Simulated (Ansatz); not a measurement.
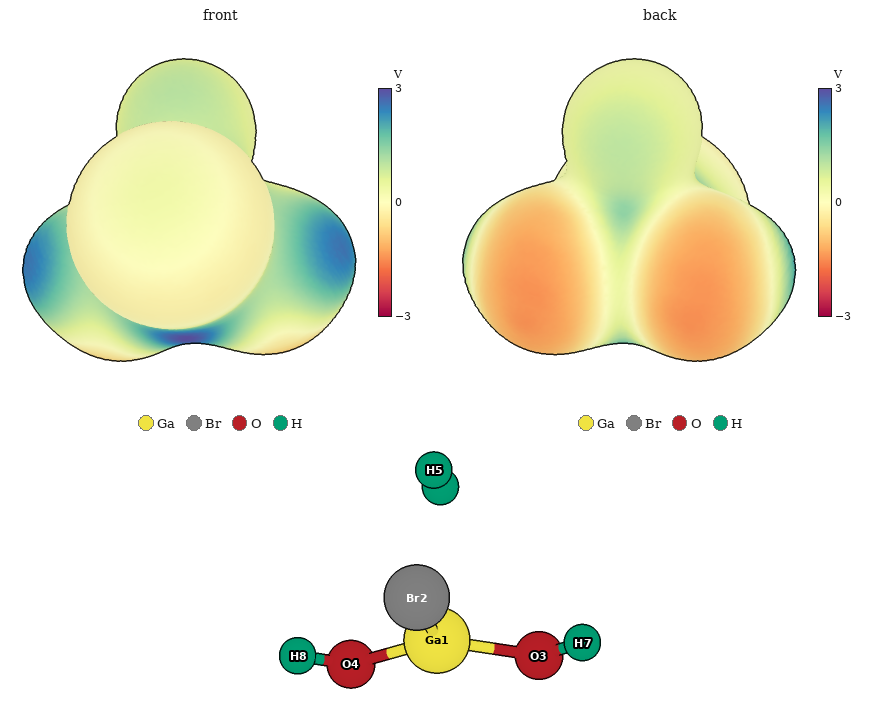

Figure. BrGaH2O2···H2. The molecular electrostatic potential painted on the density surface at 0.002 e/bohr³, seen from the front and from behind; the colour scale runs from red (negative) to blue (positive). The bare structure is drawn below in the same view.

The reactant side of a reaction path; geometry: PBE0-D4/def2-TZVP; a saddle point, not a minimum.

Theory: RKS PBE0-D4/def2-TZVPP in Ansatz.

```
atom    x (Å)    y (Å)    z (Å)
  Ga  -0.2064  -0.5967   0.2022
  Br   1.8397  -1.5848  -0.0346
   O  -1.3812  -0.6081  -1.1171
   O  -0.6975   0.1233   1.7388
   H   1.0985   1.6742  -0.6919
   H   0.4118   1.9596  -0.6004
   H  -1.0497  -1.0371  -1.9092
   H  -0.0152   0.0693   2.4120
```

Describe the electrostatic potential map.

Answer. The most negative region (about −1.4 V) lies over O3 and O4, the most positive (about +2.8 V) over Ga1. Br2 shows a σ-hole: about +0.3 V at the tip opposite its bond, against about −0.1 V on its flanks.
